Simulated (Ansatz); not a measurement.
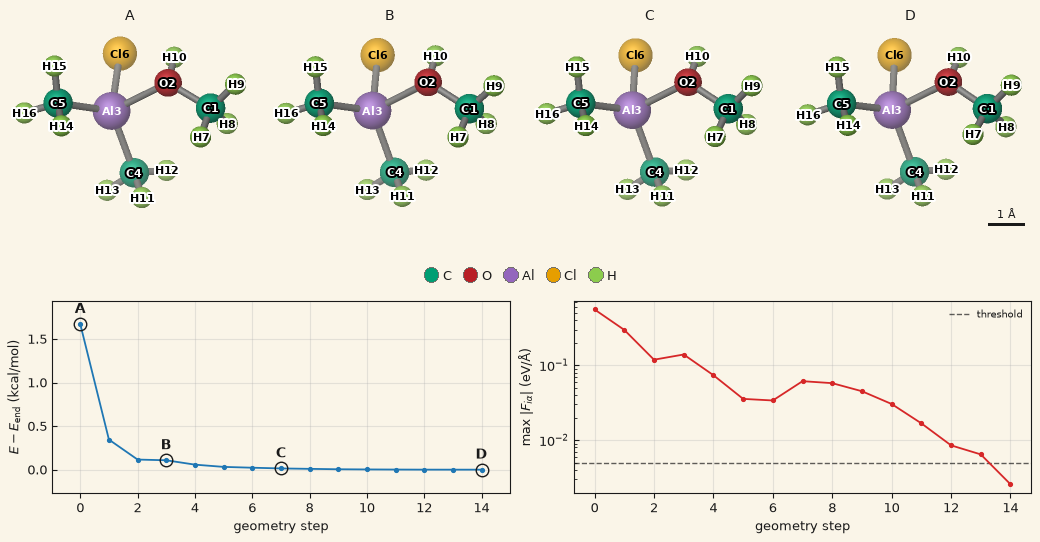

Frames of a relaxation of C$_{3}$H$_{10}$AlClO, marked on the history of the run. The picture is a ball-and-stick view, seen from a free direction.

The start comes from PBE-D4/def2-SVP.

Computed with Ansatz 0.2.0, RKS PBE0-D4/def2-TZVP. Set-up: force threshold 0.005 eV/Å; at most 150 steps.

What happens along the run?

The energy falls by 1.67 kcal/mol in 14 geometry steps. Largest force component: 0.56 eV/Å at the start, 0.0026 eV/Å at the end. H7 moves most after the best rigid fit: 0.23 Å. Largest moves by element: H 0.23 Å, Cl 0.18 Å, O 0.12 Å, C 0.11 Å, Al 0.06 Å. Among the contacts that change: O2–Al3 2.025 → 1.986 Å, Al3–Cl6 2.210 → 2.174 Å, O2–H10 0.989 → 0.968 Å, C1–H7 1.105 → 1.088 Å. Among the angles between lasting bonds that change: Al3–O2–H10 96.8° → 104.3°, O2–Al3–Cl6 86.6° → 90.0°. From step 0 to 3: Cl6 moves most (0.08 Å), energy −1.56 kcal/mol. From step 3 to 7: H atoms move most (0.09 Å), energy −0.09 kcal/mol. From step 7 to 14: H7 moves most (0.11 Å), energy −0.01 kcal/mol.
